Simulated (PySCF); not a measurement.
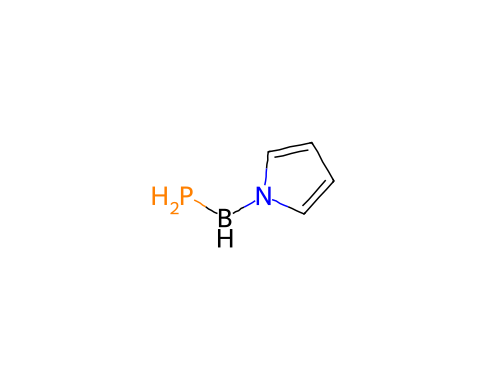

Skeletal drawing of a molecule.

Question: Write the SMILES.

Answer: PBn1cccc1

Question: Give the formula, hydrogens included.

Answer: C4H7BNP.

Question: An optimisation with GFN2-xTB gave a structure of which point group?

Answer: C1. Other conformers may differ.

The parts below concern this one geometry. Atoms keep their numbers from picture to picture. The computed structure is the end point of a GFN2-xTB optimisation. No frequency run is at hand to confirm it as a minimum.

### Geometry

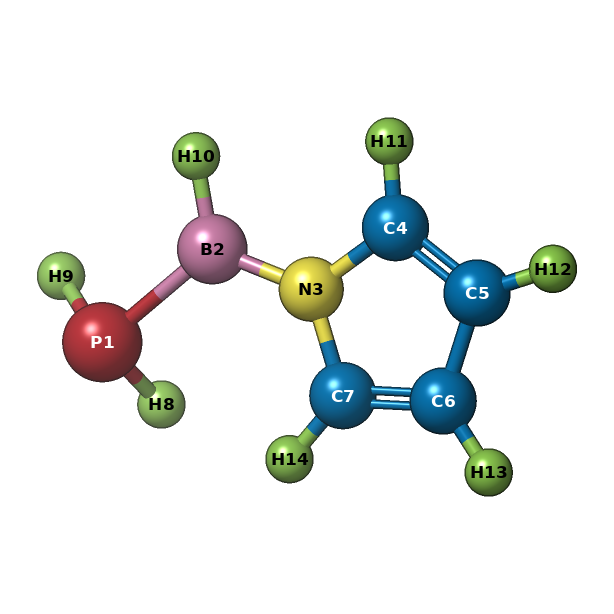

Numbered structure. No frequency run is at hand to confirm it as a minimum.

List the bonds and their lengths.

| bond | length (Å) | order |
| --- | --- | --- |
| P1–B2 | 1.891 | single |
| P1–H8 | 1.381 | single |
| P1–H9 | 1.382 | single |
| B2–N3 | 1.413 | single |
| B2–H10 | 1.172 | single |
| N3–C4 | 1.383 | aromatic |
| N3–C7 | 1.382 | aromatic |
| C4–C5 | 1.355 | aromatic |
| C4–H11 | 1.072 | single |
| C5–C6 | 1.425 | aromatic |
| C5–H12 | 1.072 | single |
| C6–C7 | 1.355 | aromatic |
| C6–H13 | 1.072 | single |
| C7–H14 | 1.074 | single |

### NMR shielding

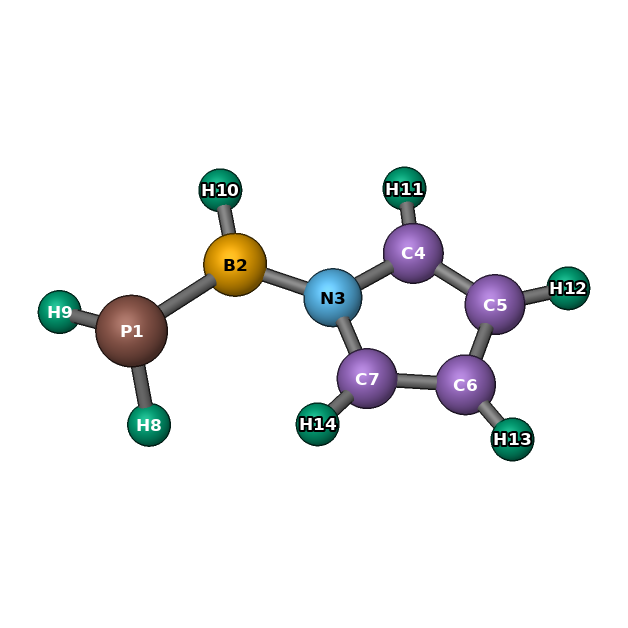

No frequency run is at hand to confirm it as a minimum. Level of theory: GIAO PBE0/pcSseg-1 NMR shielding, non-relativistic, gas phase (PySCF 2.14.0). Principal shieldings σ11 ≤ σ22 ≤ σ33, span Ω = σ33 − σ11, skew κ = 3(σiso − σ22)/Ω.

Give the shielding tensors of the P atoms.

```csv
atom,σ11,σ22,σ33,σiso,Ω,κ
P1,518.0,529.8,616.9,554.9,98.9,0.76
```

Shieldings and span in ppm.

### Charges

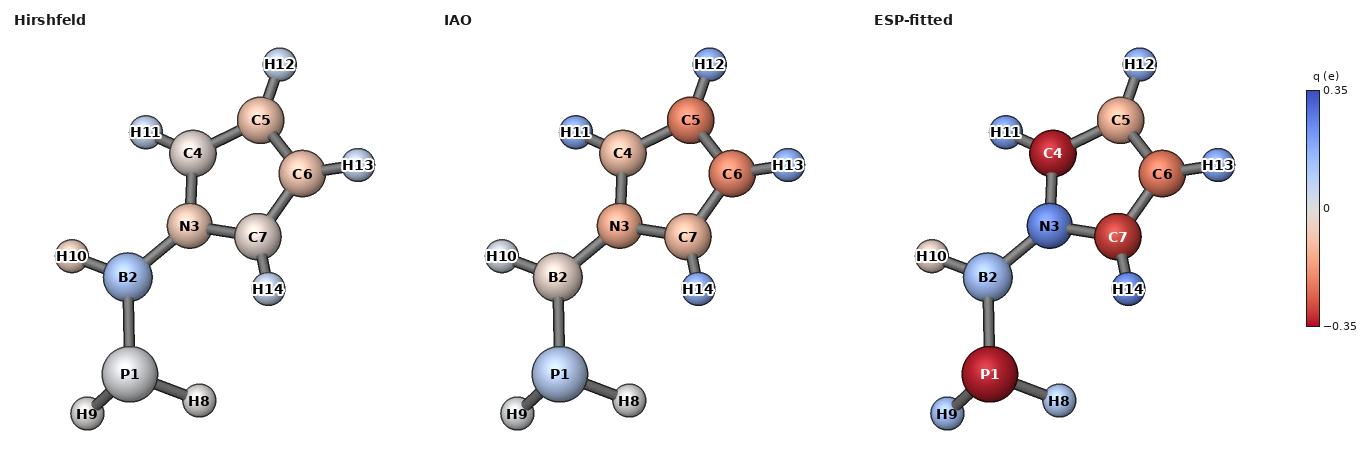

Atomic charges of one calculation by 3 schemes, on one colour scale. No frequency run is at hand to confirm it as a minimum. Level of theory: PBE0/pcSseg-1 (PySCF 2.14.0).

Question: Which scheme gives the most polar picture (largest mean size of the charges)?

Answer: The ESP-fitted charges are the largest in size here, and the Hirshfeld charges the smallest.

Question: On which atom do the schemes disagree most?

Answer: On P1 (from −0.33 to 0.08 e).

List the charges (e), one line for each set of equivalent atoms.

```json
{"atom": "P1", "Hirshfeld": "0.01", "IAO": "0.08", "ESP-fitted": "−0.33"}
{"atom": "B2", "Hirshfeld": "0.11", "IAO": "−0.03", "ESP-fitted": "0.12"}
{"atom": "N3", "Hirshfeld": "−0.07", "IAO": "−0.13", "ESP-fitted": "0.24"}
{"atom": "C4", "Hirshfeld": "−0.02", "IAO": "−0.09", "ESP-fitted": "−0.33"}
{"atom": "C5", "Hirshfeld": "−0.08", "IAO": "−0.20", "ESP-fitted": "−0.12"}
{"atom": "C6", "Hirshfeld": "−0.08", "IAO": "−0.19", "ESP-fitted": "−0.22"}
{"atom": "C7", "Hirshfeld": "−0.03", "IAO": "−0.10", "ESP-fitted": "−0.30"}
{"atom": "H8", "Hirshfeld": "0.00", "IAO": "0.00", "ESP-fitted": "0.09"}
{"atom": "H9", "Hirshfeld": "0.00", "IAO": "0.00", "ESP-fitted": "0.12"}
{"atom": "H10", "Hirshfeld": "−0.05", "IAO": "0.02", "ESP-fitted": "−0.04"}
{"atom": "H11", "Hirshfeld": "0.06", "IAO": "0.16", "ESP-fitted": "0.19"}
{"atom": "H12", "Hirshfeld": "0.05", "IAO": "0.16", "ESP-fitted": "0.16"}
{"atom": "H13", "Hirshfeld": "0.06", "IAO": "0.16", "ESP-fitted": "0.18"}
{"atom": "H14", "Hirshfeld": "0.05", "IAO": "0.16", "ESP-fitted": "0.23"}
```

### Electronic properties

No frequency run is at hand to confirm it as a minimum. Level of theory: PBE0/def2-SVPD, gas phase (PySCF 2.14.0). Excitations: vertical, linear response.

Question: What is the lowest vertical singlet excitation?

Answer: 4.17 eV.

Question: What is the mean static polarisability?

Answer: 94.3 bohr³.

Question: Estimate the dipole moment.

Answer: 0.75 D.

Question: Estimate the brightest of the 6 lowest singlets.

Answer: 4.91 eV.

The geometry is semi-empirical. Around B, P such bond lengths and angles can be off by a tenth of an ångström or more and by several degrees, and values that hang on the shape move with them.
